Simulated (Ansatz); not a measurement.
# C2H6B (SMILES [BH]CC): UB3LYP/6-31G(d) (Cartesian functions)

What is the vertical doublet–quartet gap of C2H6B at UB3LYP/6-31G* (Cartesian functions)? 

The results are computed with Ansatz 0.2.0.

36 further runs of the same task are left out: 36 set aside as unsound or not needed.

## (1) The molecule

C2H6B has 9 atoms, charge 0, and is taken as a doublet. As SMILES, `[BH]CC`. Geometry: relaxed at PBE0-D4/def2-TZVP. This is one conformer, not always the lowest.

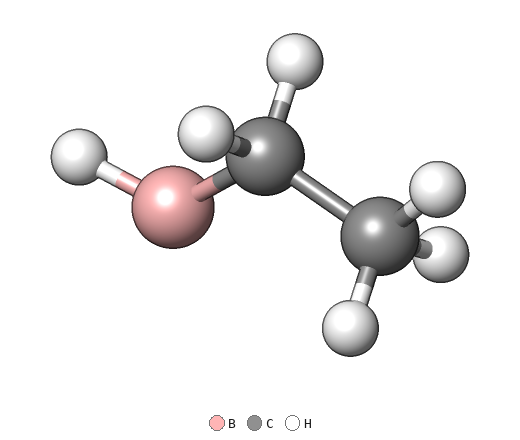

The structure, seen from a chosen angle (boron pink, carbon grey, hydrogen white).

## (2) The energy at UB3LYP/6-31G(d) (Cartesian functions)

The input, job.yaml:

```yaml
crystal:
  periodic: [false, false, false]
  atoms:
    - {symbol: B, position_ang: [-1.415300, 0.517300, -0.623600]}
    - {symbol: C, position_ang: [0.077500, 0.346900, -0.300600]}
    - {symbol: C, position_ang: [0.504700, -0.731500, 0.688600]}
    - {symbol: H, position_ang: [-1.915600, 1.307200, -1.370300]}
    - {symbol: H, position_ang: [0.580700, 0.211000, -1.273200]}
    - {symbol: H, position_ang: [0.428600, 1.341200, 0.024500]}
    - {symbol: H, position_ang: [1.588300, -0.746200, 0.828800]}
    - {symbol: H, position_ang: [0.197300, -1.721000, 0.344100]}
    - {symbol: H, position_ang: [0.042200, -0.571000, 1.664600]}
basis:
  gaussian:
    orbitals: "6-31G*"
magnetization:
  spin_polarized: true
  initial_magnetization: 1
hamiltonian:
  xc: {name: B3LYP}
accuracy: high
output:
  orbitals: {seedname: orbitals}
```

Launch:

```sh
$ ansatz run job.yaml --threads 1 --pin off --max-ram 3480MiB --events-out events.jsonl --progress --plain --runs-dir runs
```

Log:

```text
Warning: RAYON_NUM_THREADS=1 ignored (pool sized by the plan → 1); use --threads N
Functional definition: B3LYP
  name "B3LYP"
  parameter a0 = 0.2
  parameter ax = 0.72
  parameter ac = 0.81
  exchange = (1 - a0 - ax)*slater_x + ax*b88_x + a0*exact_x
  correlation = (1 - ac)*vwn_rpa_c + ac*lyp_c
1372 factors; integrals over basis functions are off by at most 3.2e-9 eV
mean field evaluation 1: about -2840.5087 eV, gradient 3.3e1 eV
mean field evaluation 2: about -2838.1805 eV, gradient 3.8e1 eV
mean field evaluation 4: about -2845.6870 eV, gradient 6.1e-1 eV
mean field evaluation 8: about -2845.8199 eV, gradient 9.5e-2 eV
mean field evaluation 16: about -2845.8200 eV, gradient 4.7e-5 eV
mean field -2845.81997911 eV, -104.5819552662 hartree, gradient 9.0e-8 eV, S^2 0.751098; 2 other end points of the search recorded, 0 dependent functions left out
reference -2845.82001240 eV, -104.5819564896 hartree; 12, 11 occupied and 45, 46 virtual orbitals, 1372 factors
Total energy: -2845.82001240 eV, -104.5819564896 hartree
```

It took 7.2 s on 1 thread of Intel Xeon Platinum 8259CL at 2.50GHz (Skylake/Cascade Lake), shared host; peak memory 0.23 GiB.

## (3) The quartet, same level

The input, run.yaml:

```yaml
basis:
  gaussian:
    orbitals: "6-31G*"
crystal:
  periodic: [false, false, false]
  atoms:
    - symbol: B
      position_ang: [-1.415300, 0.517300, -0.623600]
    - symbol: C
      position_ang: [0.077500, 0.346900, -0.300600]
    - symbol: C
      position_ang: [0.504700, -0.731500, 0.688600]
    - symbol: H
      position_ang: [-1.915600, 1.307200, -1.370300]
    - symbol: H
      position_ang: [0.580700, 0.211000, -1.273200]
    - symbol: H
      position_ang: [0.428600, 1.341200, 0.024500]
    - symbol: H
      position_ang: [1.588300, -0.746200, 0.828800]
    - symbol: H
      position_ang: [0.197300, -1.721000, 0.344100]
    - symbol: H
      position_ang: [0.042200, -0.571000, 1.664600]
magnetization:
  spin_polarized: true
  initial_magnetization: 3
hamiltonian:
  xc: {name: B3LYP}
accuracy: high
output: {orbitals: {seedname: orbitals}}
```

Launch:

```sh
$ ansatz run run.yaml --threads 1 --pin off --max-ram 3480MiB --events-out events.jsonl --progress --plain --runs-dir runs
```

Log (excerpt; [...] marks lines left out):

```text
Warning: RAYON_NUM_THREADS=1 ignored (pool sized by the plan → 1); use --threads N
[... 7 set-up lines as earlier in the session ...]
1372 factors; integrals over basis functions are off by at most 3.2e-9 eV
mean field evaluation 1: about -2836.2462 eV, gradient 2.7e1 eV
mean field evaluation 2: about -2834.5080 eV, gradient 3.3e1 eV
mean field evaluation 4: about -2840.1087 eV, gradient 1.3e0 eV
mean field evaluation 8: about -2840.2640 eV, gradient 9.1e-2 eV
mean field evaluation 16: about -2840.2640 eV, gradient 8.5e-5 eV
mean field -2840.26403321 eV, -104.3777780204 hartree, gradient 3.9e-8 eV, S^2 3.752203; 0 other end points of the search recorded, 0 dependent functions left out
reference -2840.26406656 eV, -104.3777792459 hartree; 13, 10 occupied and 44, 47 virtual orbitals, 1372 factors
Total energy: -2840.26406656 eV, -104.3777792459 hartree
```

Run time: 7.2 s. Hardware: 1 thread of Intel Xeon Platinum 8259CL at 2.50GHz (Skylake/Cascade Lake), shared host; peak memory 0.23 GiB.

## (4) Summary of results

At UB3LYP/6-31G* (Cartesian functions):

| quantity | value |
| --- | --- |
| doublet: total energy | -104.58196 Eh |
| doublet: HOMO energy (highest over α and β) | -4.83 eV |
| doublet: LUMO energy (lowest over α and β) | -1.21 eV |
| doublet: ⟨S²⟩ | 0.751 |
| quartet: total energy | -104.37778 Eh |
| quartet: HOMO energy (highest over α and β) | -3.15 eV |
| quartet: ⟨S²⟩ | 3.752 |
| vertical energy of the quartet above the doublet | 5.556 eV |

In words: At this shape the quartet lies 5.56 eV (536 kJ/mol) above the doublet.
